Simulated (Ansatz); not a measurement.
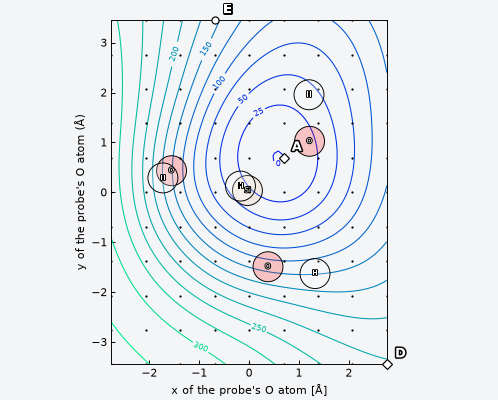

H₄O₃Si (SMILES O[SiH](O)O) with the probe H2O. The probe is moved over a plane parallel to the molecule's main plane, 5.00 Å above it. First axis: x of the probe's O atom. Second axis: y of the probe's O atom. Nothing is relaxed (molecule and probe rigid, the probe upright with O nearest the plane). Grid: 9 × 11 points. Points are written as (first, second). All energies are given in cm⁻¹ relative to the lowest grid point. The calculation used RKS PBE-D4/def2-SVPD in Ansatz.

The picture shows contour lines labelled in cm⁻¹, dots at the grid points, labelled circles for the molecule's atoms, projected on the plane, lettered points. Between grid points the surface is interpolated.

Question: Is E the lowest point of the computed grid?

Answer: No. E lies 156 cm⁻¹ above the lowest grid point, which is at (0.69 Å, 0.69 Å).

Question: Rank the lettered points by energy, lowest first.

Answer: A (0 cm⁻¹), E (156 cm⁻¹), D (228 cm⁻¹).
